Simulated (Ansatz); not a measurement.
# CH4AlN: shift of H4 from C1 to N2, part 2 of 2

Wanted: the energy profile along the shift of H4 from C1 to N2, from relaxed end points and a band of images. SMILES of the start: [CH2]1[NH][AlH]1.

Ansatz 0.2.0; RKS PBE-D4/def2-SVP.

## (7) The output, continued: vibrations at the highest image of the band

Output, continued (excerpt; [...] marks lines left out):

```text
reference -9173.78874069 eV, -337.1305180029 hartree; 15, 15 occupied and 51, 51 virtual orbitals, 755 factors
[...]
755 factors; their error is unknown
mean field -9173.78871120 eV, -337.1305169194 hartree, gradient 2.5e-6 eV, S^2 0.000000; 0 other end points of the search recorded, 0 dependent functions left out
[...]
reference -9173.78874540 eV, -337.1305181759 hartree; 15, 15 occupied and 51, 51 virtual orbitals, 755 factors
[...]
755 factors; their error is unknown
[...]
WARN: phonons: modes at or below zero, which the zero-point energy, F, S and C_V leave out: 1, the lowest at -1269.62 cm⁻¹. A minimum has none, and a first-order saddle one
[...]
Atom 3 at    -1.257290    -0.257293    -0.020359 Å, force    -0.028942    -0.000509    -0.005386 eV/Å
Atom 4 at    -0.483665     0.870739    -1.567129 Å, force     0.006055    -0.005340    -0.016131 eV/Å
Atom 5 at    -0.619843     1.051362     1.179477 Å, force    -0.003235    -0.017787    -0.005769 eV/Å
Atom 6 at     2.410608    -1.058847     0.546845 Å, force     0.005273    -0.002480     0.004082 eV/Å
Dipole moment:     0.333450     0.270850     0.163358 e Å
Vibrations: -1269.62 342.49 381.80 480.51 564.93 579.32 686.56 732.38 770.89 1012.91 1258.37 1942.07 2043.27 3004.04 3392.97 cm⁻¹, zero-point energy 1.065801 eV
```

It took 21 s on 1 thread of Intel Xeon 6975P-C (Granite Rapids), shared host; peak memory 0.11 GiB.

Of 15 modes, 1 is imaginary by more than 30 cm⁻¹ (1270i cm⁻¹).

## (8) The band again, with other settings

crystal.atoms is end A as relaxed above, and neb.final_atoms is end B, turned to lie on A. With 3 inner images the band has 5 in all. The start path is listed, through a guess of the saddle.

input.yaml

```yaml
crystal:
  periodic: [false, false, false]
  atoms:
    - { symbol: C, position_ang: [-0.59349, -0.018445, -0.616706] }
    - { symbol: "N", position_ang: [-0.124401, 0.514895, 0.711882] }
    - { symbol: Al, position_ang: [1.110909, -0.586275, 0.149858] }
    - { symbol: H, position_ang: [-1.503128, -0.659293, -0.596797] }
    - { symbol: H, position_ang: [-0.661189, 0.719391, -1.447103] }
    - { symbol: H, position_ang: [-0.684465, 1.184354, 1.242297] }
    - { symbol: H, position_ang: [2.517063, -1.222627, 0.510869] }
basis:
  gaussian: { orbitals: def2-SVP }
hamiltonian:
  xc: pbe
  dispersion: d4
neb:
  order_check: false
  images: 3
  f_tol: 0.05
  max_iterations: 60
  climbing: false
  final_atoms:
    - { symbol: C, position_ang: [-0.04847266, 0.37254004, -0.91931289] }
    - { symbol: "N", position_ang: [-0.62314471, 0.08235404, 0.45089098] }
    - { symbol: Al, position_ang: [1.26636828, -0.50654085, -0.09402517] }
    - { symbol: H, position_ang: [-1.45180071, -0.53570555, 0.47533927] }
    - { symbol: H, position_ang: [-0.63973363, 0.91793122, -1.6680003] }
    - { symbol: H, position_ang: [-0.84088294, 0.90437905, 1.03916916] }
    - { symbol: H, position_ang: [2.39896538, -1.30295795, 0.67023895] }
  initial_path:
    images:
      - { positions_ang: [[-0.59349, -0.018445, -0.616706], [-0.124401, 0.514895, 0.711882], [1.110909, -0.586275, 0.149858], [-1.503128, -0.659293, -0.596797], [-0.661189, 0.719391, -1.447103], [-0.684465, 1.184354, 1.242297], [2.517063, -1.222627, 0.510869]] }
      - { positions_ang: [[-0.52220828, -0.0307882, -0.6975073], [-0.40515106, 0.33678403, 0.68465922], [1.0574953, -0.58646892, 0.15362103], [-1.46840898, -0.63696952, -0.35216473], [-0.54536176, 0.84315733, -1.39746162], [-0.58443024, 1.17708238, 1.08184685], [2.52936403, -1.17079711, 0.48130655]] }
      - { positions_ang: [[-0.45092656, -0.04313139, -0.7783086], [-0.68590112, 0.15867306, 0.65743643], [1.0040816, -0.58666283, 0.15738407], [-1.43368997, -0.61464604, -0.10753246], [-0.42953452, 0.96692367, -1.34782023], [-0.48439548, 1.16981077, 0.9213967], [2.54166505, -1.11896723, 0.45174409]] }
      - { positions_ang: [[-0.24969961, 0.16470432, -0.84881075], [-0.65452292, 0.12051355, 0.5541637], [1.13522494, -0.54660184, 0.03167945], [-1.44274534, -0.5751758, 0.18390341], [-0.53463408, 0.94242744, -1.50791027], [-0.66263921, 1.03709491, 0.98028293], [2.47031521, -1.21096259, 0.56099152]] }
      - { positions_ang: [[-0.04847266, 0.37254004, -0.91931289], [-0.62314471, 0.08235404, 0.45089098], [1.26636828, -0.50654085, -0.09402517], [-1.45180071, -0.53570555, 0.47533927], [-0.63973363, 0.91793122, -1.6680003], [-0.84088294, 0.90437905, 1.03916916], [2.39896538, -1.30295795, 0.67023895]] }
```

Launch:

```
$ ansatz run input.yaml --threads 1 --pin off --max-ram 2048MiB --backend cpu --events-out ev --progress --plain --runs-dir out
```

Output (excerpt; [...] marks lines left out):

```text
Warning: RAYON_NUM_THREADS=1 ignored (pool sized by the plan → 1); use --threads N
[...]
[... 1 set-up line as earlier in the session ...]
[...]
755 factors; their error is unknown
[...]
mean field -9176.50688747 eV, -337.2304080549 hartree, gradient 3.7e-5 eV, S^2 0.000000; 0 other end points of the search recorded, 0 dependent functions left out
[...]
reference -9176.50692220 eV, -337.2304093310 hartree; 15, 15 occupied and 51, 51 virtual orbitals, 755 factors
755 factors; their error is unknown
[...]
NEB iter   4: max|band force component| = 8.707e-1 eV/Å  barrier→ = 2.8773 eV  barrier← = 1.7098 eV  Δτ_max = 0.0738 Å  (86 SCF iters)
[...]
755 factors; their error is unknown
mean field -9175.44142497 eV, -337.1912530301 hartree, gradient 2.7e-5 eV, S^2 0.000000; 0 other end points of the search recorded, 0 dependent functions left out
[...]
reference -9175.44146071 eV, -337.1912543436 hartree; 15, 15 occupied and 51, 51 virtual orbitals, 755 factors
[...]
755 factors; their error is unknown
```

## (9) The output, continued: band between the two ends

The log, continued (excerpt; [...] marks lines left out):

```text
mean field -9173.72378970 eV, -337.1281310980 hartree, gradient 8.0e-6 eV, S^2 0.000000; 0 other end points of the search recorded, 0 dependent functions left out
[...]
reference -9173.72382493 eV, -337.1281323927 hartree; 15, 15 occupied and 51, 51 virtual orbitals, 755 factors
[...]
755 factors; their error is unknown
[...]
Atom 3 at    -1.252970    -0.279271    -0.041711 Å, force     0.028876    -0.001280    -0.197081 eV/Å
Atom 4 at    -0.520585     0.877265    -1.567958 Å, force     0.033906    -0.001492     0.025472 eV/Å
Atom 5 at    -0.621363     1.056965     1.172672 Å, force     0.008291     0.023311     0.033697 eV/Å
Atom 6 at     2.412453    -1.082124     0.554641 Å, force     0.003397     0.021957    -0.019578 eV/Å
Dipole moment:     0.332894     0.268759     0.151352 e Å
this run last wrote the band of iteration 10 to <dir>
```

Wall time 26 s (1 thread of Intel Xeon 6975P-C (Granite Rapids), shared host); peak memory 0.13 GiB.

## (10) Images and barrier

Images 0 and 4 are the ends. Energies count from image 0; the path length is the program's own measure over all atoms.

```tsv
image	path (Å)	energy (eV)	H4–C1 (Å)	H4–N2 (Å)	band force (eV/Å)
0	0.000	0.0000	1.11	2.23	-
1	0.579	1.2610	1.09	1.79	0.013
2	1.158	2.7147	1.33	1.24	0.037
3	1.737	2.0110	1.86	1.01	0.038
4	2.317	1.1675	2.18	1.03	-
```

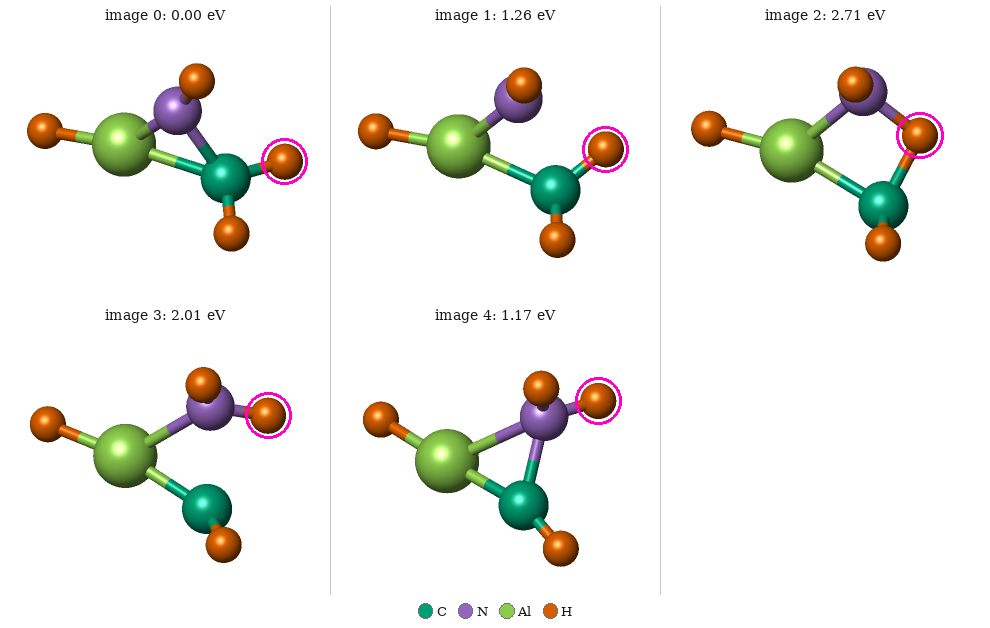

The images of the last band, seen from a free direction. Ringed: H4. Sticks join atoms closer than a bonding distance in each image.

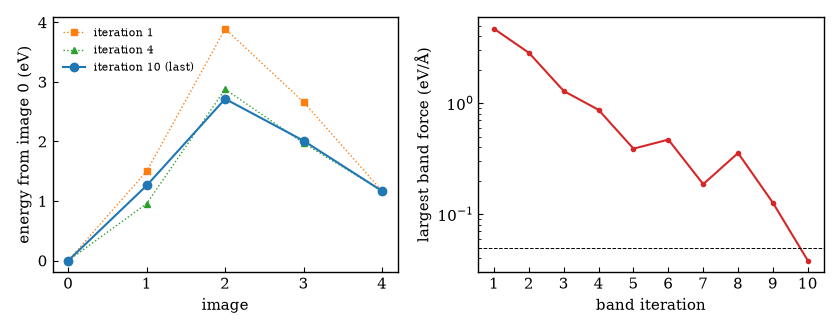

Left: energy of each image for early iterations and the last one (lines only join the points; early values far above the last band run off the scale). Right: the largest band force by iteration, with the threshold dashed.

## (11) Dynamics from the top

It starts at the highest inner image of the first converged band: 200 steps of 0.5 fs at constant energy, with velocities drawn for 300 K.

input.yaml

```yaml
crystal:
  periodic: [false, false, false]
  atoms:
    - { symbol: C, position_ang: [-0.454602, -0.144844, -1.105495] }
    - { symbol: "N", position_ang: [-0.525175, 0.061221, 0.895472] }
    - { symbol: Al, position_ang: [0.991264, -0.590339, 0.025488] }
    - { symbol: H, position_ang: [-1.25729, -0.257293, -0.020359] }
    - { symbol: H, position_ang: [-0.483665, 0.870739, -1.567129] }
    - { symbol: H, position_ang: [-0.619843, 1.051362, 1.179477] }
    - { symbol: H, position_ang: [2.410608, -1.058847, 0.546845] }
basis:
  gaussian: { orbitals: def2-SVP }
hamiltonian:
  xc: pbe
  dispersion: d4
md:
  timestep: 0.5
  n_steps: 200
  ensemble: nve
  temperature: 300.0
  initial_velocities: maxwell_boltzmann
  seed: 10021
```

Launch:

```
$ ansatz run input.yaml --threads 1 --pin off --max-ram 2048MiB --backend cpu --events-out ev --progress --plain --runs-dir out
```

Output (excerpt; [...] marks lines left out):

```text
Warning: RAYON_NUM_THREADS=1 ignored (pool sized by the plan → 1); use --threads N
[...]
[... 1 set-up line as earlier in the session ...]
[...]
755 factors; their error is unknown
[...]
mean field -9173.78872350 eV, -337.1305173712 hartree, gradient 8.7e-6 eV, S^2 0.000000; 0 other end points of the search recorded, 0 dependent functions left out
[...]
reference -9173.78875769 eV, -337.1305186276 hartree; 15, 15 occupied and 51, 51 virtual orbitals, 755 factors
[...]
md step    75: t =    37.50 fs  T =  3231.2 K  F+E_penalty+E_count = -9175.78839249 eV  E_kin = 2.088325 eV  conserved = -9173.70006711 eV  (28 SCF iters, 3 dispersion substeps)
[...]
md step    98: t =    49.00 fs  T =  2076.9 K  F+E_penalty+E_count = -9175.04072617 eV  E_kin = 1.342324 eV  conserved = -9173.69840264 eV  (30 SCF iters, 3 dispersion substeps)
md step    99: t =    49.50 fs  T =  2258.2 K  F+E_penalty+E_count = -9175.15881493 eV  E_kin = 1.459444 eV  conserved = -9173.69937089 eV  (30 SCF iters, 3 dispersion substeps)
```

## (12) The log goes on: dynamics from the highest image of the converged band

Output, continued (excerpt; [...] marks lines left out):

```text
md step   100: t =    50.00 fs  T =  2428.5 K  F+E_penalty+E_count = -9175.27009855 eV  E_kin = 1.569530 eV  conserved = -9173.70056885 eV  (29 SCF iters, 3 dispersion substeps)
[...]
md step   125: t =    62.50 fs  T =  1456.0 K  F+E_penalty+E_count = -9174.64397696 eV  E_kin = 0.940990 eV  conserved = -9173.70298721 eV  (29 SCF iters, 3 dispersion substeps)
[...]
Atom 3 at    -1.430122    -0.600689    -1.509339 Å, force    -1.407170    -1.431159     0.596038 eV/Å
Atom 4 at    -0.633518     0.928315    -1.507646 Å, force    -0.064755    -0.356763     0.869343 eV/Å
Atom 5 at    -0.919380     0.551874     1.505764 Å, force    -0.472587    -0.258236    -1.681419 eV/Å
Atom 6 at     2.636100    -1.247076     0.034107 Å, force    -0.466335     0.260540     0.427696 eV/Å
Dipole moment:     0.258800    -0.011120     0.307985 e Å
```

Run time: 2.5 min. Hardware: 1 thread of Intel Xeon 6975P-C (Granite Rapids), shared host; peak memory 0.12 GiB.

## (13) Frames and traces

The trajectory, every 11 steps (energies from step 0):

```tsv
time (fs)	T (K)	potential energy change (meV/atom)	total energy change (meV/atom)	H4–C1 (Å)	H4–N2 (Å)
0.0	300	0.0	0.00	1.35	1.22
5.5	229	6.6	0.07	1.22	1.30
11.0	1111	-74.8	0.11	1.14	1.70
16.5	2784	-229.7	-0.35	1.19	2.50
22.0	1900	-147.8	-0.04	1.26	2.97
27.5	1510	-111.5	0.24	1.04	2.71
33.0	2388	-192.8	0.01	1.23	2.50
38.5	3098	-258.5	-0.15	1.06	1.92
44.0	1682	-127.6	0.01	1.29	1.96
49.5	2258	-181.0	-0.20	1.18	2.17
55.0	2779	-229.5	-0.65	1.12	2.48
60.5	1375	-99.2	0.01	1.21	2.69
66.0	2033	-160.9	-0.94	1.08	2.61
71.5	1883	-146.2	-0.08	1.26	2.62
77.0	2733	-225.4	-0.74	1.06	2.10
82.5	1859	-143.8	0.05	1.39	2.05
88.0	2297	-184.7	-0.29	0.98	1.98
93.5	2190	-174.5	0.06	1.37	2.63
99.0	2428	-197.2	-0.65	1.20	2.56
100.0	2426	-197.9	-1.61	1.07	2.44
```

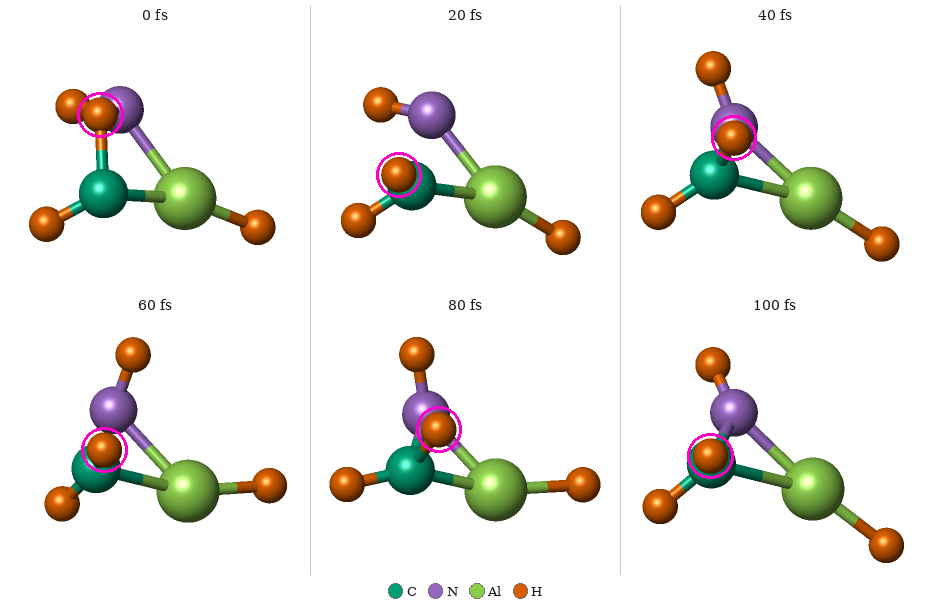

The system at six times, viewed from a free direction. Sticks join atoms within a bonding distance in each frame.

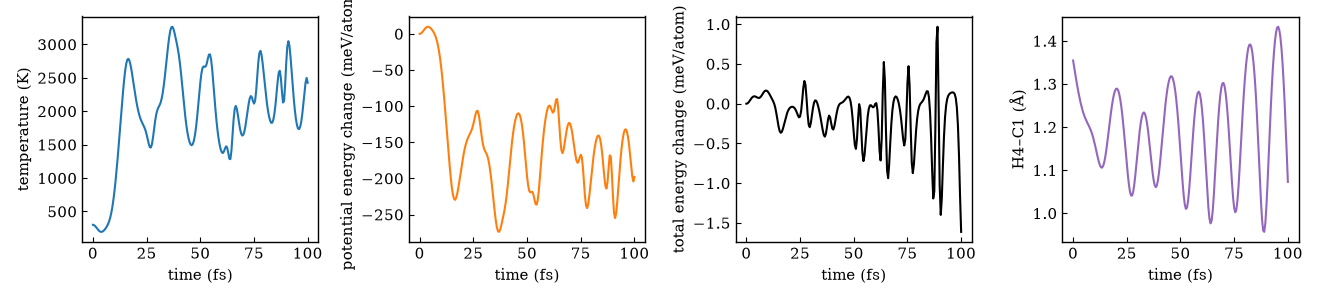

Traces against time; each panel has its own scale.

Bonds that form or break, judged by distance (formed within 1.15 times the sum of covalent radii and held on average over 12 fs, broken when stretched by half; pairs already stretched at the start don't count as bonds):

```tsv
time (fs)	bond	event
31.5	C1–N2	forms
```

The last frame stands with the bonds of end A.

## (14) Dynamics from the top

It starts at the highest inner image of the first converged band: 200 steps of 0.5 fs at constant energy, with velocities drawn for 100 K.

input.yaml, as its differences from that of step 11:

```diff
@@ -19,4 +19,4 @@
   ensemble: nve
-  temperature: 300.0
+  temperature: 100.0
   initial_velocities: maxwell_boltzmann
-  seed: 10021
+  seed: 10022
```

Launch:

```
$ ansatz run input.yaml --threads 1 --pin off --max-ram 2048MiB --backend cpu --events-out ev --progress --plain --runs-dir out
```

Output (excerpt; [...] marks lines left out):

```text
Warning: RAYON_NUM_THREADS=1 ignored (pool sized by the plan → 1); use --threads N
[...]
[... 1 set-up line as earlier in the session ...]
[...]
755 factors; their error is unknown
[...]
mean field -9173.78872350 eV, -337.1305173712 hartree, gradient 8.7e-6 eV, S^2 0.000000; 0 other end points of the search recorded, 0 dependent functions left out
[...]
reference -9173.78875769 eV, -337.1305186276 hartree; 15, 15 occupied and 51, 51 virtual orbitals, 755 factors
[...]
md step    75: t =    37.50 fs  T =  2805.7 K  F+E_penalty+E_count = -9175.64229563 eV  E_kin = 1.813343 eV  conserved = -9173.82895282 eV  (29 SCF iters, 3 dispersion substeps)
[...]
md step    99: t =    49.50 fs  T =  1829.0 K  F+E_penalty+E_count = -9175.01000129 eV  E_kin = 1.182053 eV  conserved = -9173.82794836 eV  (30 SCF iters, 3 dispersion substeps)
md step   100: t =    50.00 fs  T =  1917.0 K  F+E_penalty+E_count = -9175.06701724 eV  E_kin = 1.238953 eV  conserved = -9173.82806473 eV  (30 SCF iters, 3 dispersion substeps)
```

## (15) More of the same log: dynamics from the highest image of the converged band

The log, continued (excerpt; [...] marks lines left out):

```text
md step   101: t =    50.50 fs  T =  2014.1 K  F+E_penalty+E_count = -9175.12994258 eV  E_kin = 1.301717 eV  conserved = -9173.82822522 eV  (30 SCF iters, 3 dispersion substeps)
[...]
md step   126: t =    63.00 fs  T =  1071.9 K  F+E_penalty+E_count = -9174.52148938 eV  E_kin = 0.692800 eV  conserved = -9173.82868952 eV  (29 SCF iters, 3 dispersion substeps)
[...]
Atom 3 at    -1.369787    -0.675226    -1.500396 Å, force    -1.185040    -1.231804     0.799430 eV/Å
Atom 4 at    -0.653431     0.869341    -1.526113 Å, force     0.199925     0.123410     0.679519 eV/Å
Atom 5 at    -1.133011     0.779205     1.298572 Å, force     0.924156    -1.094141    -1.008584 eV/Å
Atom 6 at     2.529844    -1.460363     0.123477 Å, force    -0.422164     0.458170     0.382156 eV/Å
Dipole moment:     0.244325     0.079675     0.151583 e Å
```

Run time: 2.5 min. Hardware: 1 thread of Intel Xeon 6975P-C (Granite Rapids), shared host; peak memory 0.13 GiB.

## (16) Frames and traces

The trajectory, every 15 steps (energies from step 0):

```tsv
time (fs)	T (K)	potential energy change (meV/atom)	total energy change (meV/atom)	H4–C1 (Å)	H4–N2 (Å)
0.0	100	0.0	0.00	1.35	1.22
7.5	99	0.1	0.05	1.27	1.30
15.0	1661	-144.1	0.00	1.08	1.87
22.5	1984	-174.0	-0.09	1.30	2.86
30.0	1308	-111.5	0.01	1.06	2.73
37.5	2806	-250.1	-0.24	1.13	2.33
45.0	2006	-176.0	-0.01	1.26	1.90
52.5	2417	-214.2	-0.23	1.07	2.13
60.0	1664	-144.5	-0.10	1.23	2.71
67.5	1611	-140.1	-0.57	1.09	2.63
75.0	2322	-205.6	-0.38	1.06	2.34
82.5	1896	-165.8	-0.03	1.30	2.07
90.0	2025	-177.5	0.24	1.00	2.03
97.5	2367	-209.4	-0.12	1.26	2.61
100.0	2587	-230.3	-0.71	1.08	2.52
```

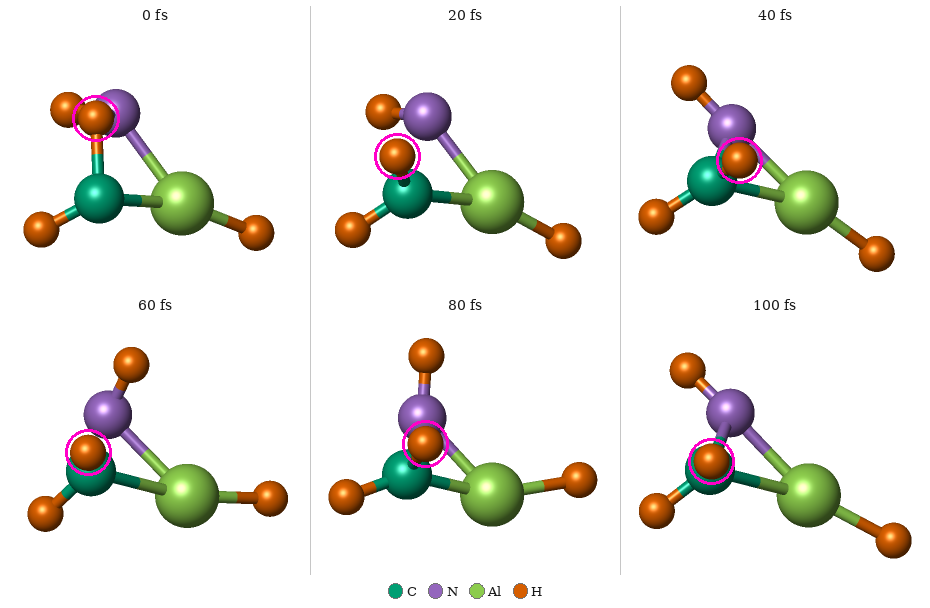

Six frames of the run, seen from a free direction. Sticks join atoms within a bonding distance in each frame.

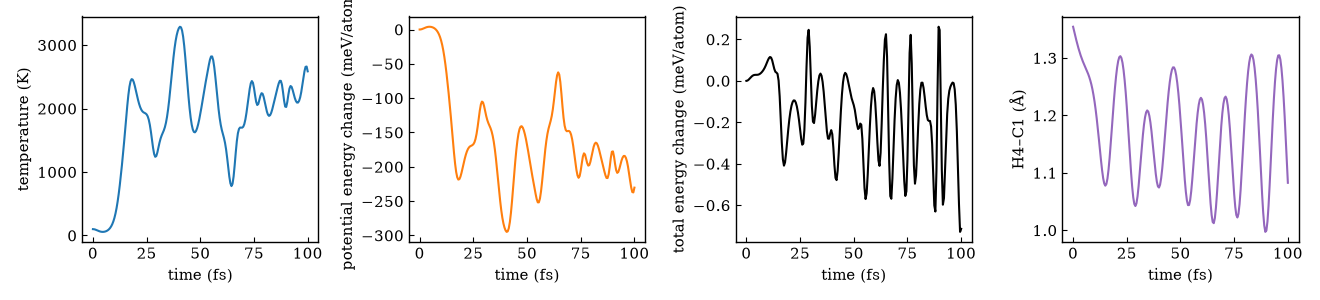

Traces against time; each panel has its own scale.

Bonds that form or break, judged by distance (formed within 1.15 times the sum of covalent radii and held on average over 12 fs, broken when stretched by half; pairs already stretched at the start don't count as bonds):

```tsv
time (fs)	bond	event
34.0	C1–N2	forms
```

The last frame stands with the bonds of end A.

## (17) Outcome

The summary covers parts 1 to 2.

```
                                quantity                                                                     value
                                   end A                                                   8 moves, 0.880 eV lower
                                   end B                                                   8 moves, 1.243 eV lower
            first band: barrier forwards                                                                   2.71 eV
           first band: barrier backwards                                                                   1.55 eV
first band: second end relative to first                                                                 +1.167 eV
               first band: highest image                                                     4 of 0 to 8, climbing
             first band: band iterations                                                                        11
              imaginary modes at the top                                                                1270i cm⁻¹
                             second band  top 2.715 eV above image 0, 10 iterations, 3 inner images, none climbing
             time, first and second band                                                             62 s and 26 s
       trajectory at 300 K, after 100 fs                                        with the bonds of end A, at 2426 K
       trajectory at 100 K, after 100 fs                                        with the bonds of end A, at 2587 K
```

**Reading.** In the first band: the top lies 2.71 eV above the first end, or 105 kT at room temperature, which at an assumed attempt frequency of 10^13 s⁻¹ means a rate near 10^-33 s⁻¹. Going back costs 1.55 eV, since the second end is 1.17 eV above the first. By distance, end A alone has C1–H4 and end B alone has N2–H4. One imaginary mode, as a first-order saddle point has. The second band's top agrees with the first's to 1 meV, so the changed settings hardly move the height. These are electronic energies, with no zero-point or thermal terms. Tunnelling, which matters where hydrogen moves, is missing too. Semilocal functionals tend to give barriers that are too low.
